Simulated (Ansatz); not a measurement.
# What a change does: single-point calculation on BSiN2H7

System: BSiN2H7, SMILES NB[SiH2]N.
Method of run A: RKS SPW92 (LDA)/def2-TZVPP (Ansatz 0.2.0).

The geometry comes from this level: PBE0-D4/def2-TZVP. Text and figures count atoms from 1; the logs count them from 0 in places.

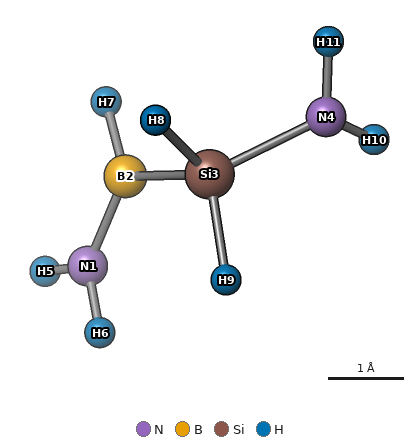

Fig. 1: The input geometry (ball-and-stick view, seen at a tilt; atoms are numbered from 1 in the order of the input). Bond lengths as drawn: B–H 1.20 Å, B–N 1.39 Å, B–Si 2.02 Å, H–N 1.01 Å, H–Si 1.49 to 1.50 Å and N–Si 1.74 Å.

**Input file, run A**
```yaml
crystal:
  periodic: [false, false, false]
  atoms:
    - {symbol: N, position_ang: [-0.533645, 1.758052, 1.082996]}
    - {symbol: B, position_ang: [0.015826, 1.132202, -0.026964]}
    - {symbol: Si, position_ang: [0.561278, -0.812458, 0.064211]}
    - {symbol: N, position_ang: [-0.097520, -1.864376, -1.150709]}
    - {symbol: H, position_ang: [-0.816927, 2.724803, 1.094844]}
    - {symbol: H, position_ang: [-0.679603, 1.290267, 1.963212]}
    - {symbol: H, position_ang: [0.136362, 1.793836, -1.023225]}
    - {symbol: H, position_ang: [2.043566, -0.936909, -0.062741]}
    - {symbol: H, position_ang: [0.174558, -1.363342, 1.403248]}
    - {symbol: H, position_ang: [-1.097680, -1.895231, -1.275080]}
    - {symbol: H, position_ang: [0.359284, -1.883745, -2.049291]}
basis:
  gaussian: {orbitals: def2-TZVPP}
hamiltonian: {xc: lda}
output: {orbitals: {seedname: orbitals}}
```

Launched with:
```bash
ansatz run in.yaml --threads 2 --pin off --events-out ev --progress --plain --max-ram 4352MiB
```

Hardware: 2 threads of Arm Neoverse V2, 23 GiB of memory available, shared host.

**Output (run A)**
```
Functional definition: SPW92
  exchange = slater_x
  correlation = pw_c
1180 factors; their error is unknown
mean field evaluation 1: about -11568.4054 eV, gradient 9.6e1 eV
mean field evaluation 2: about -11513.8472 eV, gradient 1.7e2 eV
mean field evaluation 4: about -11585.6620 eV, gradient 1.5e1 eV
mean field evaluation 8: about -11586.3144 eV, gradient 1.3e-1 eV
mean field evaluation 16: about -11586.2916 eV, gradient 2.4e-4 eV
mean field -11586.29156472 eV, -425.7883615328 hartree, gradient 3.5e-5 eV, S^2 0.000000; 0 other end points of the search recorded, 0 dependent functions left out
reference -11586.29160658 eV, -425.7883630712 hartree; 20, 20 occupied and 213, 213 virtual orbitals, 1180 factors
Total energy: -11586.29160658 eV, -425.7883630712 hartree
```

For run B the input was changed thus:
```diff
-hamiltonian: {xc: lda}
+hamiltonian: {xc: {name: BLYP}, dispersion: d4}
```

How does run B compare with run A?

The total energies belong to different models, so their difference says nothing on which is more stable or more accurate. The HOMO goes from −5.41 to −5.21 eV. The LUMO goes from −1.71 to −1.33 eV.

**Output (run B)**
```
Functional definition: BLYP
  parameter beta = 0.0042
  parameter a = 0.04918
  parameter b = 0.132
  parameter c = 0.2533
  parameter d = 0.349
  exchange = b88_x(beta = beta)
  correlation = lyp_c(a = a, b = b, c = c, d = d)
1180 factors; their error is unknown
mean field evaluation 1: about -11630.7869 eV, gradient 1.0e2 eV
mean field evaluation 2: about -11570.1520 eV, gradient 1.7e2 eV
mean field evaluation 4: about -11649.0345 eV, gradient 1.5e1 eV
mean field evaluation 8: about -11649.6958 eV, gradient 1.3e-1 eV
mean field evaluation 16: about -11649.6717 eV, gradient 1.5e-4 eV
mean field -11649.67168726 eV, -428.1175380758 hartree, gradient 3.1e-5 eV, S^2 0.000000; 0 other end points of the search recorded, 0 dependent functions left out
reference -11649.67205364 eV, -428.1175515399 hartree; 20, 20 occupied and 213, 213 virtual orbitals, 1180 factors
Total energy: -11650.07983453 eV, -428.1325372113 hartree
```

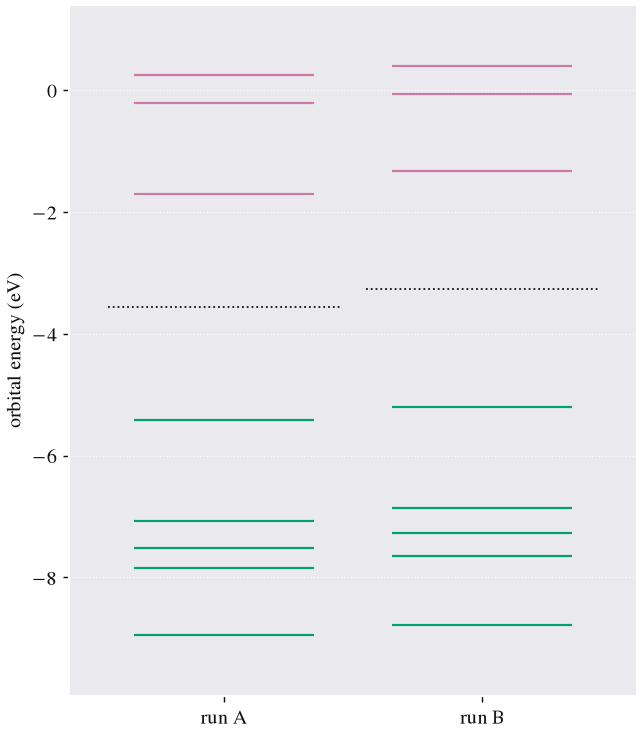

Fig. 2: The five highest filled and three lowest empty orbital energies of the two runs; the dotted lines part filled from empty levels. The HOMO–LUMO gap is 3.71 eV in run A and 3.88 eV in run B.

**The two runs side by side**

| quantity | run A | run B |
| --- | --- | --- |
| outcome | converged | converged |
| total energy (hartree) | −425.788363 | −428.132537 |
| HOMO (eV) | −5.41 | −5.21 |
| LUMO (eV) | −1.71 | −1.33 |
| basis functions | 233 | 233 |
| wall time (shared host) | 1.4 s | 2.5 s |
